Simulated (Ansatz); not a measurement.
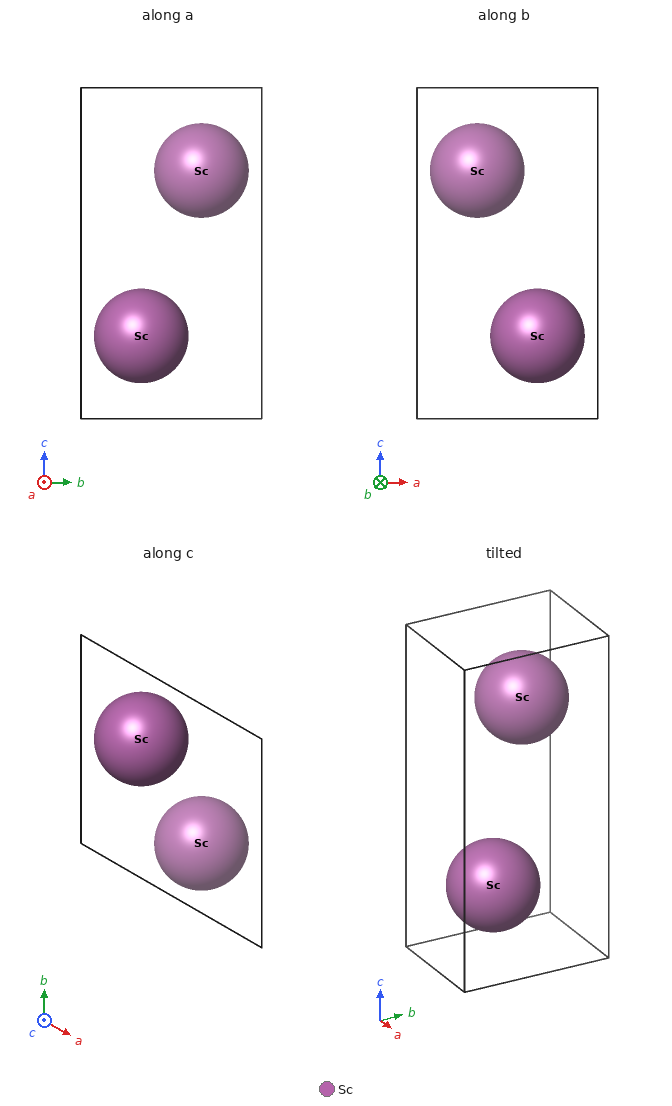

Figure: spheres-only view along the a axis, along the b axis, along the c axis and slightly off an axis. The outline marks the conventional unit cell.

Lattice parameters: a = 3.2240 Å, b = 3.2240 Å, c = 5.1105 Å, α = 90.000°, β = 90.000°, γ = 120.000°.

Give the structure in the form of a CIF in P1 with every atom of the cell.

```cif
data_structure
_symmetry_space_group_name_H-M 'P 1'
_symmetry_Int_Tables_number 1
_cell_length_a 3.2240
_cell_length_b 3.2240
_cell_length_c 5.1105
_cell_angle_alpha 90.000
_cell_angle_beta 90.000
_cell_angle_gamma 120.000
_cell_volume 46.00
loop_
_atom_site_label
_atom_site_type_symbol
_atom_site_fract_x
_atom_site_fract_y
_atom_site_fract_z
_atom_site_occupancy
Sc1 Sc 0.3333 0.6667 0.7500 1
Sc2 Sc 0.6667 0.3333 0.2500 1
```

Where the cell comes from: a generated cell, made by putting these elements into a known structure type (the compound may or may not exist in this form). No relaxation was applied. Ansatz was used for an electronic-structure calculation on it.

At this level of theory the cell isn't at rest (compressed, at 5 GPa), so its distances can differ from those at equilibrium, the more so the softer the solid.
